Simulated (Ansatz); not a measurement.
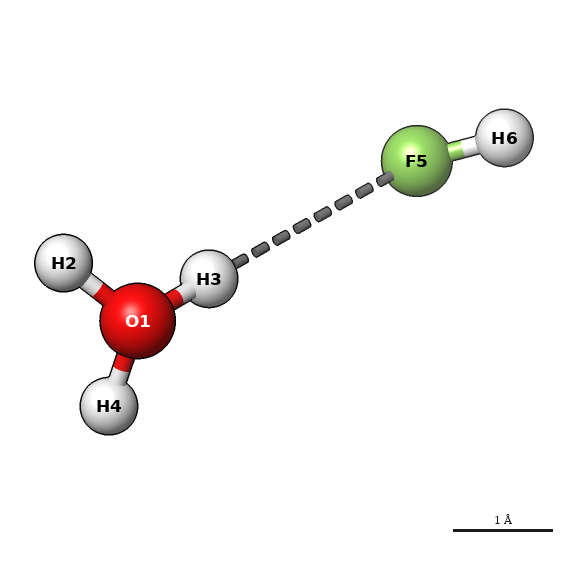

Two molecules or ions; the broken line marks their closest contact (measured against van der Waals radii). Charge +1, singlet. Geometry: a pair of rigid molecules at a changed separation. Program: Ansatz 0.2.0.

Question: Which two species are they?

Answer: H3O and HF (`F.[OH3+]`).

Question: How long is the contact?

Answer: H3···F5 is 2.88 Å.

Give the counterpoise-corrected interaction energy (kJ/mol, monomers kept as in the pair) with RHF-CCSD(T) (frozen core)/def2-TZVPPD; PBE0-D4/def2-TZVPPD; r2SCAN-D4/def2-TZVPPD; ωB97M-V/def2-TZVPPD.

```csv
level,interaction energy (kJ/mol)
RHF-CCSD(T) (frozen core)/def2-TZVPPD,−30.3
PBE0-D4/def2-TZVPPD,−31.3
r2SCAN-D4/def2-TZVPPD,−30.7
ωB97M-V/def2-TZVPPD,−30.9
```
